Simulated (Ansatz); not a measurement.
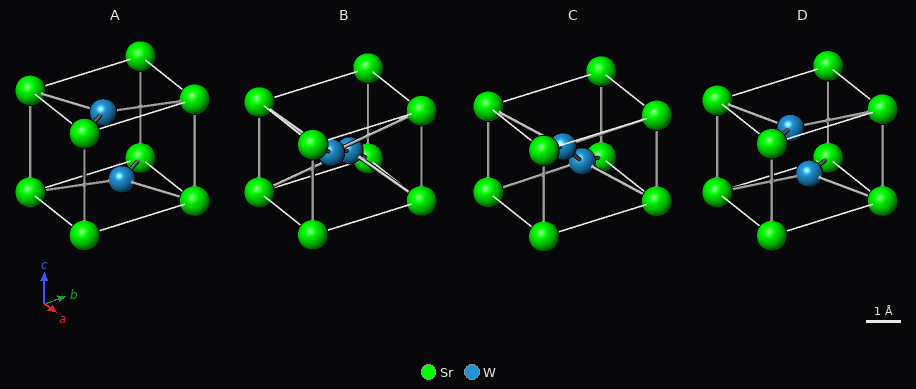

4 geometries from one relaxation of a crystal of SrW2 (a generated structure, set up in P-3m1) (coarse preliminary run), in shuffled order. The picture is a ball-and-stick view of the cell of the calculation, seen slightly off an axis.

Theory: DFT PBE, scalar-relativistic, plane waves, PAW (Ansatz 0.2.0). (plane-wave cutoff 420 eV; k-point mesh 6 × 6 × 6; occupations gaussian; smearing width 0.1 eV; no spin polarisation; cell and atoms relaxed; force threshold 0.04 eV/Å; at most 70 steps)

Question: Order the frames from highest to lowest energy.

Answer: A, D, C, B. They are steps 0, 2, 5, 11, at +2.086 eV per cell of the calculation, +0.952 eV per cell of the calculation, +0.487 eV per cell of the calculation relative to the last. Over 9 accepted moves (11 points after the start) the energy falls by 2.086 eV per cell of the calculation. The largest force component goes from 0.92 to 0.0018 eV/Å. The pressure goes from −5.96 to 0.05 GPa. The line search rejected the trial step at point 8 of the run. At 1 point the geometry stayed and the basis and grid were re-selected for the new cell (energy shift of 1.2 meV per cell of the calculation at most each time). The largest moves relative to the cell, 0.92 Å, are those of W atoms. Sr stays in place. The volume changes by −13.7 %, with a = b 5.014 → 4.949 Å (−1.3 %), c 3.168 → 2.807 Å (−11.4 %). Some distances before and after: W–W 4.089 → 2.946 Å, Sr–W 4.189 → 3.357 Å, W–W 2.908 → 3.538 Å, Sr–Sr 3.168 → 2.807 Å. New bonds form: W–W (4.09 → 2.95 Å). Among the angles between lasting bonds that change: Sr–W–W 87.2° → 69.9°, Sr–W–W 92.8° → 110.1°, Sr–W–Sr 119.8° → 108.9°. The space group stays P-3m1 (No. 164).
